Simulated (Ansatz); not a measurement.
A series of calculations on CH$_{6}$B$_{2}$Si

## 1. Relaxation

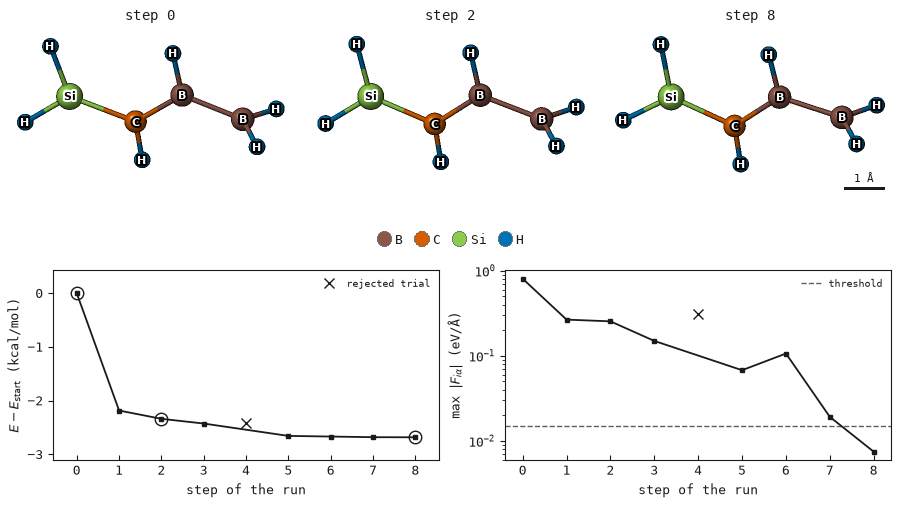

Frames of a relaxation of CH6B2Si, marked on the history of the run. The picture is a ball-and-stick view, seen at a tilt.

The run prepares an end point of a later path (torsion) calculation, from a guessed geometry.

Computed with Ansatz, RKS PBE0-D4/6-31G. Set-up: no spin polarisation; force threshold 0.015 eV/Å; at most 40 steps.

> Describe the path.

The largest move after the best rigid fit is that of an H atom, 0.29 Å. Largest moves by element: H 0.29 Å, C 0.14 Å, B 0.10 Å, Si 0.04 Å. Among the contacts that change: H–Si 1.466 → 1.500 Å, B–H 1.177 → 1.205 Å, C–Si 1.774 → 1.747 Å, B–B 1.638 → 1.652 Å. Among the angles between lasting bonds that change: B–C–Si 126.4° → 119.1°, H–Si–H 108.5° → 114.2°, C–Si–H 125.6° → 120.6°. After 7 accepted moves (8 points after the start) the energy has fallen by 2.68 kcal/mol. Largest force component: 0.81 eV/Å at the start, 0.0075 eV/Å at the end. The line search rejected the trial step at point 4 of the run. Cost: 24 s on 1 thread of Arm Neoverse V1 (shared host), peak memory 0.13 GiB. From step 0 to 2: an H atom moves most (0.18 Å), energy −2.34 kcal/mol. From step 2 to 8: an H atom moves most (0.11 Å), energy −0.34 kcal/mol.

## 2. Relaxation

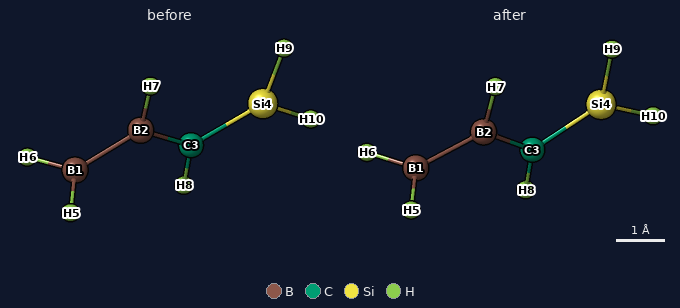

The structure of CH6B2Si before (left) and after (right) a relaxation, at one scale.

A ball-and-stick model, seen from a free direction.

The run prepares an end point of a later path (torsion) calculation, from a guessed geometry.

Computed with RKS PBE0-D4/6-31G in Ansatz.

Input file:
```yaml
crystal:
  periodic: [false, false, false]
  atoms:
    - { symbol: B, position_ang: [-1.30667, 1.54843, -0.99283] }
    - { symbol: B, position_ang: [-0.58244, 0.56908, 0.10226] }
    - { symbol: C, position_ang: [0.50237, -0.44906, -0.21786] }
    - { symbol: Si, position_ang: [1.3019, -1.53356, 0.93616] }
    - { symbol: H, position_ang: [-2.29739, 1.25464, -1.55627] }
    - { symbol: H, position_ang: [-0.91377, 2.62953, -1.24691] }
    - { symbol: H, position_ang: [-0.91578, 0.64471, 1.23899] }
    - { symbol: H, position_ang: [0.83917, -0.55147, -1.24862] }
    - { symbol: H, position_ang: [1.04041, -1.59991, 2.37698] }
    - { symbol: H, position_ang: [2.33529, -2.51191, 0.60642] }
basis:
  gaussian: { orbitals: "6-31G" }
hamiltonian:
  xc: pbe0
  dispersion: d4
relax:
  f_tol: 0.015
  max_steps: 40
```

Run as
```bash
ansatz run input.yaml --threads 1 --pin off --max-ram 2048MiB --backend cpu --events-out ev --progress --plain --runs-dir out
```

Describe what moved and what it gained.

Answer. The energy falls by 11.3 kJ/mol in 9 geometry steps. The largest force component goes from 0.86 to 0.012 eV/Å. The atom that moves furthest after the best rigid fit is H9 (0.30 Å). By element the largest moves are H 0.30 Å, C 0.14 Å, B 0.10 Å, Si 0.04 Å. Near-neighbour distances that change, for instance: Si4–H10 1.461 → 1.500 Å, Si4–H9 1.466 → 1.494 Å, B1–H5 1.177 → 1.205 Å, B2–H7 1.187 → 1.214 Å. Among the angles between lasting bonds that change: B2–C3–Si4 126.4° → 119.0°, H9–Si4–H10 108.5° → 114.2°, C3–Si4–H9 125.9° → 120.5°.

## 3. Path

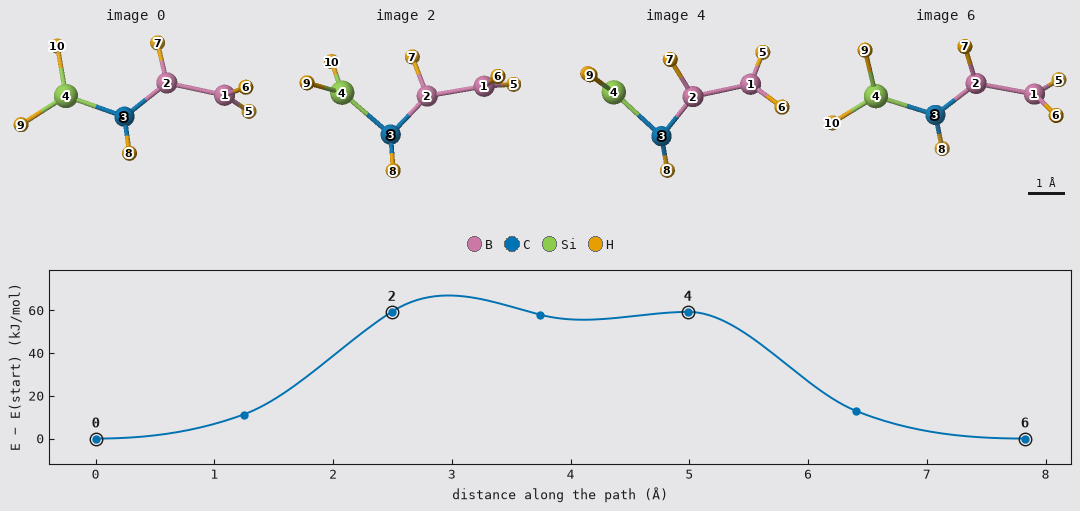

A nudged-elastic-band calculation for CH₆B₂Si. Images are numbered from 0 (start) to 6 (end). A ball-and-stick model, seen from a free direction.

These are results of RKS PBE0-D4/6-31G in Ansatz, not measurements. Run with 5 movable images; climbing image; force threshold 0.05 eV/Å; iteration limit 60; starting path through a guess of the saddle point.

Describe the mechanism and the energy profile.

Answer. The path has more than one stage, and so few images may leave a stage unresolved. No bond forms or breaks between the ends. Bond angles that change up to the highest image, for instance: B2–C3–Si4 119.1° → 86.2°, Si4–C3–H8 118.7° → 134.9°. The barrier is about 59.3 kJ/mol in both directions, with image 4 at the top; the ends have the same energy. The band converged in 30 iterations. The largest component of the band force went from 16 to 0.036 eV/Å. The climbing image converged on the top of the path. Its vibrational analysis gives one imaginary mode (386i cm⁻¹), as a transition state must have.
